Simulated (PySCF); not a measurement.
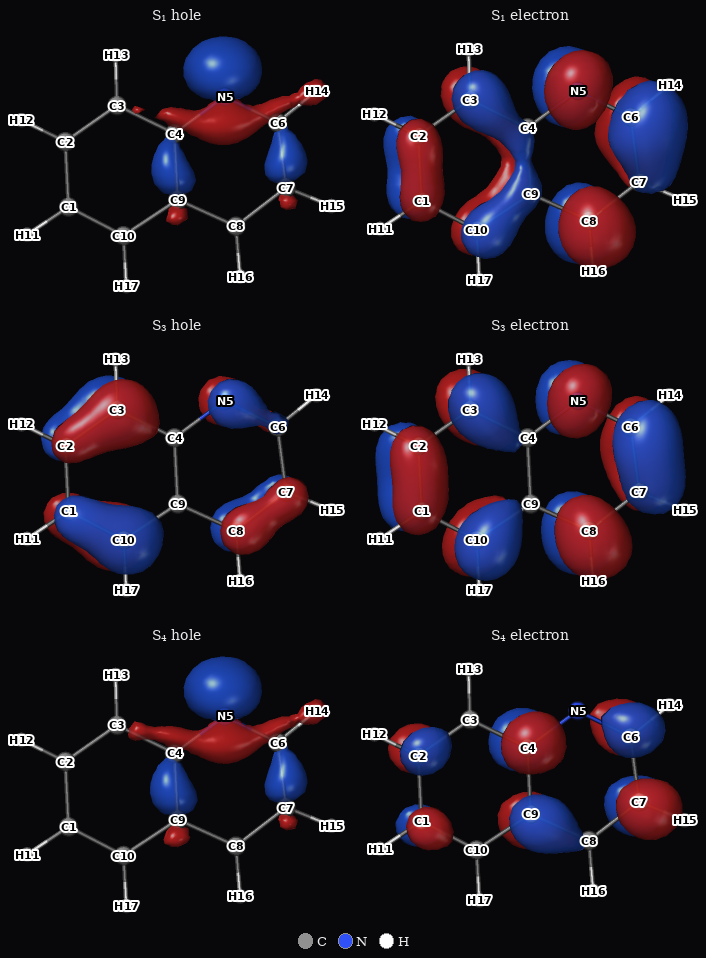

Figure. C9H7N, SMILES `c1ccc2ncccc2c1`. Leading natural transition orbitals (TDA singlet states).

Computed with PySCF, ωB97X/6-31G*, geometry: GFN2-xTB. No frequency check shows the geometry to be a minimum. Without diffuse functions Rydberg states are missing, so the states' numbers hold for this basis only.

Input

```python
import numpy as np
from pyscf import gto, scf, dft, tdscf
from pyscf.scf import atom_ks, atom_hf
from scipy.linalg import block_diag

def solve(mol, dm0=None, hcore=None):
    mf = (dft.UKS if mol.spin else dft.RKS)(mol, xc='wb97x')
    mf.grids.level = 3
    mf = mf.density_fit(auxbasis='def2-universal-jkfit')
    mf.conv_tol, mf.max_cycle = 1e-8, 80
    if hcore is not None:
        mf.get_hcore = lambda *args: hcore
    mf.kernel(dm0)
    if not mf.converged:
        mf = mf.newton().run(mf.mo_coeff, mf.mo_occ, max_cycle=30)
    assert mf.converged, 'SCF not converged'
    return mf

mol = gto.M(atom='''
C      2.39279     0.69613     0.00000
C      2.38125    -0.70855     0.00000
C      1.19989    -1.39580     0.00000
C     -0.02684    -0.69961     0.00000
N     -1.17473    -1.40749     0.00000
C     -2.30539    -0.76144     0.00000
C     -2.41101     0.64209     0.00000
C     -1.26170     1.38372     0.00000
C     -0.01558     0.72287     0.00000
C      1.22054     1.39906     0.00000
H      3.33922     1.21703     0.00000
H      3.32049    -1.24216     0.00000
H      1.16853    -2.47404     0.00000
H     -3.19867    -1.37417     0.00000
H     -3.38390     1.10947     0.00000
H     -1.28858     2.46525     0.00000
H      1.22227     2.48024     0.00000
''', basis='6-31g*', charge=0, spin=0, verbose=4)
mf = solve(mol)
td = mf.TDA()
td.nstates, td.singlet, td.conv_tol = 4, True, 1e-5
td.kernel()
td.analyze()
x, y = np.array([p[0] for p in td.xy]), np.array([p[1] + 0 * p[0] for p in td.xy])
f, mu = td.oscillator_strength(), td.transition_dipole()
nto = [td.get_nto(state=i + 1, verbose=4) for i in range(len(td.e))]
# spherically averaged free atoms, for the promolecule
atm = atom_ks.get_atm_nrks(mol, xc='wb97x')
pro = block_diag(*[(atm[a[0]][2] * atm[a[0]][3]) @ atm[a[0]][2].T for a in mol._atom])
np.savez('result.npz', e=td.e, f=f, ok=td.converged, w=[n[0] for n in nto], nto=[n[1] for n in nto], x=x, y=y, c=mf.mo_coeff, occ=mf.mo_occ, eps=mf.mo_energy, pro=pro, mu=mu)
```

Command:

```sh
OMP_NUM_THREADS=1 python input.py
```

The run took 16 min on 1 thread of Arm Neoverse V1 (shared host), peak memory 0.92 GiB.

Describe these excited states.

By state:
- S₁: 4.82 eV (257 nm), f = 0.004, n → π*; the leading pair carries 99 %; hole on N5 (58 %), C4 and C6 (9 % each) and C7 and C9 (6 % each), electron on N5 (22 %), C6 (19 %) and C8 (17 %); their centroids lie 1.0 Å apart.
- S₃: 5.31 eV (233 nm), f = 0.075, π → π*; the leading pair carries 84 %; hole on C3 and C10 (17 % each), C1 and C2 (10 % each) and N5 (8 %), electron on C8 (15 %), N5 (13 %) and C6 (11 %) (shares are of the whole state, not of the leading pair alone); their centroids lie 0.8 Å apart.
- S₄: 5.91 eV (210 nm), f = 0.000 (dark), n → π*; the leading pair carries 99 %; hole on N5 (56 %), C4 and C6 (9 % each) and C9 (7 %), electron on C4 and C7 (18 % each), C9 (14 %) and C6 (12 %); their centroids lie 1.2 Å apart.
